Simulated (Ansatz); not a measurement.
# OH (SMILES [OH]) at 5 levels

We compute a comparison of 5 runs (U-r2SCAN/cc-pVDZ, UCAM-B3LYP/cc-pVDZ, UPBE0/cc-pVDZ, RPA@PBE/cc-pVDZ, UMP2/3-21G) of OH. 

The results are computed with Ansatz 0.2.0.

60 further runs of the same task are left out: 60 set aside as unsound or not needed.

### Step 1. The structure to begin with

OH: 2 atoms, total charge 0, spin state doublet. SMILES: `[OH]`. The H2–O1 distance was set to 1.216 Å, away from the relaxed value.

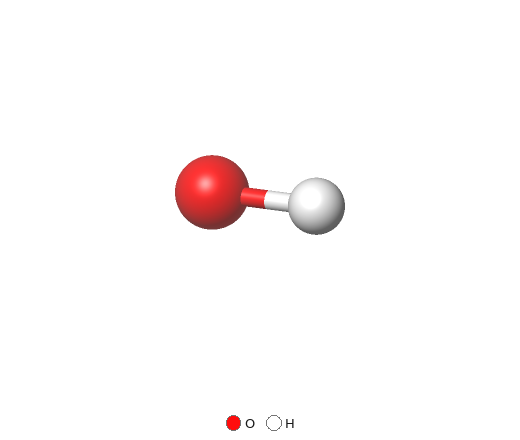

Viewed from a chosen angle; oxygen red, hydrogen white.

### Step 2. A single-point energy at U-r2SCAN/cc-pVDZ (run 1)

Contents of job.yaml:

```yaml
crystal:
  periodic: [false, false, false]
  atoms:
    - symbol: O
      position_ang: [0.623787, -0.199714, 0.321808]
    - symbol: H
      position_ang: [-0.415880, 0.133150, -0.214550]
basis:
  gaussian: {orbitals: cc-pVDZ}
hamiltonian: {xc: r2scan}
magnetization: {spin_polarized: true, initial_magnetization: 1}
accuracy: high
```

Command:

```console
$ ansatz run job.yaml --threads 1 --pin off --max-ram 3480MiB --events-out events.jsonl --progress --plain --runs-dir runs
```

Standard output:

```text
Warning: RAYON_NUM_THREADS=1 ignored (pool sized by the plan → 1); use --threads N
Functional definition: r2SCAN
  name "r2SCAN"
  parameter k0 = 0.174
  parameter k1 = 0.065
  parameter a1 = 4.9479
  exchange = r2scan_x(k0 = k0, k1 = k1, a1 = a1)
  correlation = r2scan_c
304 factors; integrals over basis functions are off by at most 2.1e-9 eV
mean field evaluation 1: about -2057.8272 eV, gradient 1.7e1 eV
mean field evaluation 2: about -2055.9173 eV, gradient 2.7e1 eV
mean field evaluation 4: about -2058.9976 eV, gradient 2.7e-1 eV
mean field evaluation 8: about -2059.0006 eV, gradient 6.4e-3 eV
mean field evaluation 16: about -2059.0006 eV, gradient 4.2e-7 eV
mean field -2059.00063641 eV, -75.6668777473 hartree, gradient 4.3e-8 eV, S^2 0.754921; 0 other end points of the search recorded, 0 dependent functions left out
reference -2059.00063723 eV, -75.6668777773 hartree; 5, 4 occupied and 14, 15 virtual orbitals, 304 factors
Total energy: -2059.00063723 eV, -75.6668777773 hartree
```

It took 1.5 s on 1 thread of Arm Neoverse V1, shared host; peak memory 0.11 GiB.

### Step 3. A single-point energy at UCAM-B3LYP/cc-pVDZ (run 2)

Contents of in.yaml:

```yaml
crystal:
  periodic: [false, false, false]
  atoms:
    - {symbol: O, position_ang: [0.623787, -0.199714, 0.321808]}
    - {symbol: H, position_ang: [-0.415880, 0.133150, -0.214550]}
basis:
  gaussian:
    orbitals: cc-pVDZ
magnetization:
  spin_polarized: true
  initial_magnetization: 1
hamiltonian:
  xc: {name: CAM-B3LYP}
accuracy: high
```

Command:

```console
$ ansatz run in.yaml --threads 1 --pin off --max-ram 3480MiB --events-out events.jsonl --progress --plain --runs-dir runs
```

Standard output:

```text
Warning: RAYON_NUM_THREADS=1 ignored (pool sized by the plan → 1); use --threads N
Functional definition: CAM-B3LYP
  name "CAM-B3LYP"
  parameter alpha = 0.19
  parameter beta = 0.46
  parameter omega = 0.33/bohr
  parameter ac = 0.81
  exchange = (1 - alpha - beta)*b88_x + beta*b88_x_sr(omega) + alpha*exact_x + beta*exact_x_lr(omega)
  correlation = (1 - ac)*vwn5_c + ac*lyp_c
304 factors; integrals over basis functions are off by at most 2.1e-9 eV
111 factors; integrals over basis functions are off by at most 1.7e-9 eV
mean field evaluation 1: about -2058.2248 eV, gradient 1.5e1 eV
mean field evaluation 2: about -2058.2244 eV, gradient 1.7e1 eV
mean field evaluation 4: about -2059.2533 eV, gradient 1.7e-1 eV
mean field evaluation 8: about -2059.2541 eV, gradient 5.7e-3 eV
mean field evaluation 16: about -2059.2541 eV, gradient 1.1e-7 eV
mean field -2059.25405917 eV, -75.6761908619 hartree, gradient 1.2e-8 eV, S^2 0.754437; 0 other end points of the search recorded, 0 dependent functions left out
reference -2059.25406821 eV, -75.6761911943 hartree; 5, 4 occupied and 14, 15 virtual orbitals, 304 factors
Total energy: -2059.25406821 eV, -75.6761911943 hartree
```

Run time: 0.74 s. Hardware: 1 thread of Arm Neoverse V1, shared host.

Runs 3 to 4 aren't shown in full; the table further down has their settings and results.

### Step 4. A single-point energy at UMP2/3-21G (run 5)

Contents of in.yaml:

```yaml
basis:
  gaussian:
    orbitals: 3-21G.json
crystal:
  periodic: [false, false, false]
  atoms:
    - symbol: O
      position_ang: [0.623787, -0.199714, 0.321808]
    - symbol: H
      position_ang: [-0.415880, 0.133150, -0.214550]
magnetization:
  spin_polarized: true
  initial_magnetization: 1
correlation:
  method: mp2
  frozen_orbitals: {H: 0, O: 1}
accuracy: high
```

The basis set 3-21G is read from a file made from the Basis Set Exchange's data (not shown).

Command:

```console
$ ansatz run in.yaml --threads 1 --pin off --max-ram 3480MiB --events-out events.jsonl --progress --plain --runs-dir runs
```

Standard output:

```text
Warning: RAYON_NUM_THREADS=1 ignored (pool sized by the plan → 1); use --threads N
Functional definition: HF
  name "HF"
  exchange = exact_x
  correlation = 0
150 factors; integrals over basis functions are off by at most 3.5e-9 eV
mean field evaluation 1: about -2038.7055 eV, gradient 8.9e0 eV
mean field evaluation 2: about -2038.7058 eV, gradient 8.9e0 eV
mean field evaluation 4: about -2039.2692 eV, gradient 1.1e0 eV
mean field evaluation 8: about -2039.2945 eV, gradient 1.7e-1 eV
mean field evaluation 16: about -2039.2970 eV, gradient 1.7e-8 eV
mean field -2039.29704251 eV, -74.9427840270 hartree, gradient 1.7e-8 eV, S^2 0.793549; 2 other end points of the search recorded, 0 dependent functions left out
1 core orbitals not correlated: weight in the atoms' cores, before any rotation towards them, 1.000 or more for the frozen orbitals, at most 0.000 for the correlated occupied ones
reference -2039.29704251 eV, -74.9427840270 hartree; 4, 3 occupied and 6, 7 virtual orbitals, 150 factors
second order -2.45749480 eV of doubles, -0.00000000 eV of singles
Total energy: -2041.75453730 eV, -75.0330952949 hartree
```

Wall time 0.06 s (1 thread of Arm Neoverse V1, shared host).

### Step 5. Overview of the runs

```csv
run,level,frozen core orbitals,energy (Eh),⟨S²⟩,wall time
1,U-r2SCAN/cc-pVDZ,–,-75.666878,0.755,1.5 s
2,UCAM-B3LYP/cc-pVDZ,–,-75.676191,0.754,0.74 s
3,UPBE0/cc-pVDZ,–,-75.622536,0.754,0.54 s
4,RPA@PBE/cc-pVDZ,1,-75.614774,0.753,0.86 s
5,UMP2/3-21G,1,-75.033095,0.794,0.06 s
```

### Step 6. Results

| quantity | value |
| --- | --- |
| run 5: total energy | -75.03310 Eh |
| run 5: correlation energy (1 core orbital frozen) | -90.3 mEh |
| run 5: ⟨S²⟩ of the reference determinant | 0.794 |

In words: Totals of different functionals can't be ranked against each other. All runs together took 3.7 s, the longest 1.5 s.
